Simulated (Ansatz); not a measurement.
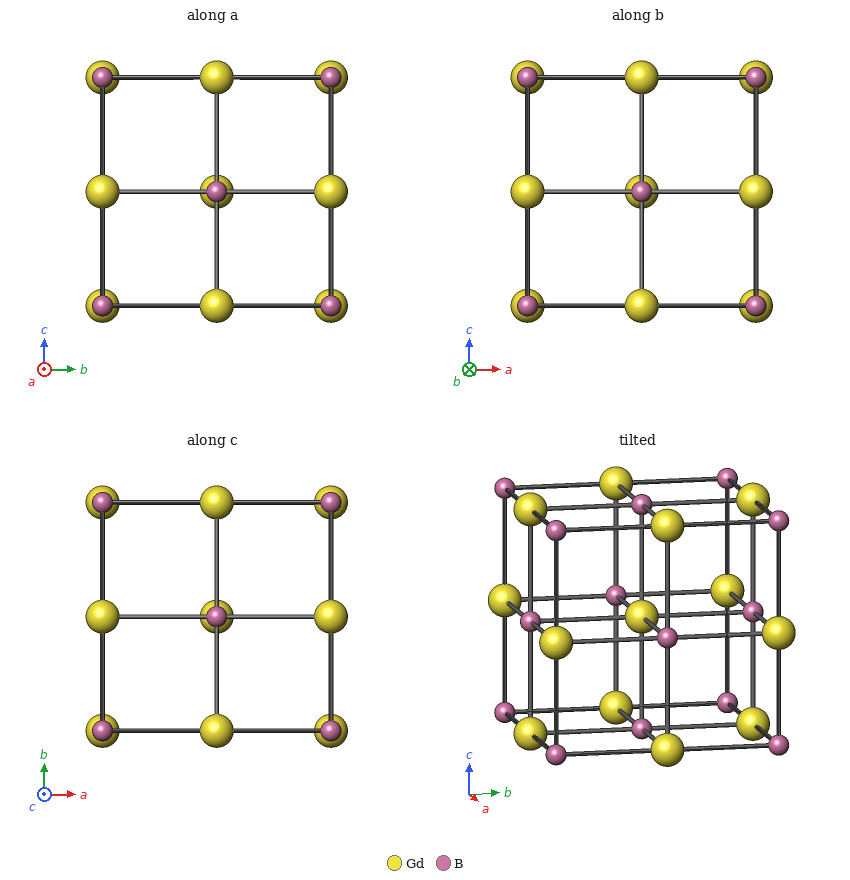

We look at a ball-and-stick model of the crystal along the a axis, along the b axis, along the c axis and slightly off an axis. The conventional unit cell is drawn as a box.

Lattice parameters: a = 5.420 Å, b = 5.420 Å, c = 5.420 Å, α = 90.00°, β = 90.00°, γ = 90.00°.

**Set out the cell and atoms as a table of Wyckoff sites.**

Space group Fm-3m (No. 225).
```csv
atom,site,x,y,z
Gd,4b,0.5000,0.0000,0.0000
B,4a,0.0000,0.0000,0.0000
```

Source of the structure: a structure type filled with these elements by a generator (whether the compound takes this form wasn't checked). Earlier steps of the study, as a rule a relaxation of our own, may have changed the cell and positions, so they can lie some per cent off the listed ones. It went into a calculation with Ansatz.
